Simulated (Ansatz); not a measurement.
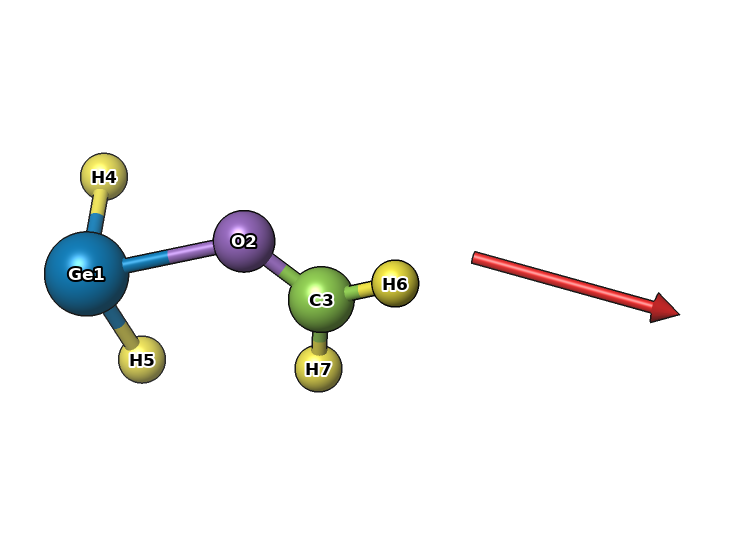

The arrow beside the molecule shows the direction of the dipole moment, from the negative to the positive end (its length means nothing). Computed geometry: PBE0-D4/def2-TZVP optimisation. Level of theory: RKS PBE0-D4/def2-TZVP (Ansatz 0.2.0).

Question: Estimate the dipole moment.

Answer: 4.20 D; it points from the side of H4 to the side of H6 (the outermost atoms at the two ends).
